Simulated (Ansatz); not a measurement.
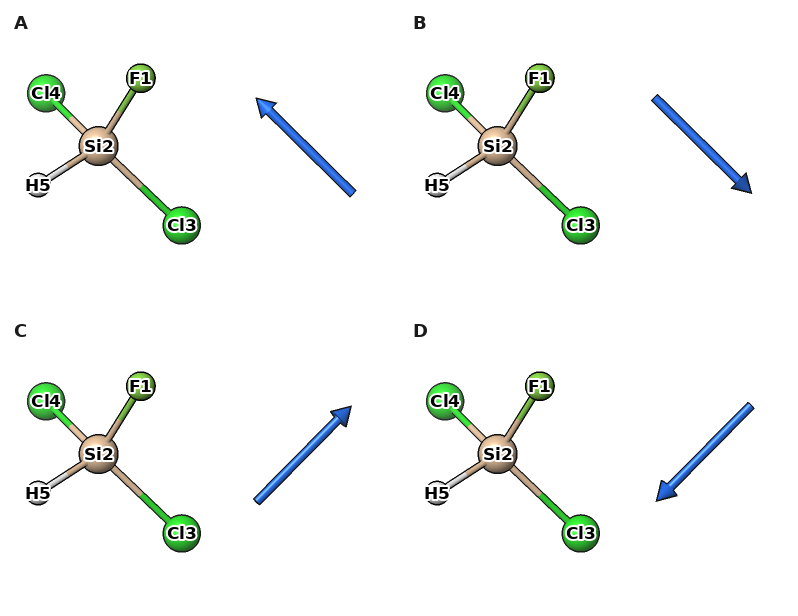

The same molecule four times, each with an arrow. Geometry: atoms displaced at random (about 0.02 Å) from a stationary point of PBE0-D4. Properties computed with RKS PBE0-D4/def2-TZVPP (Ansatz 0.2.0).

Which arrow points along the dipole moment, from the negative to the positive end?

Answer. D. The dipole moment is 1.02 D; it points from the side of F1 to the side of H5 (the outermost atoms at the two ends).
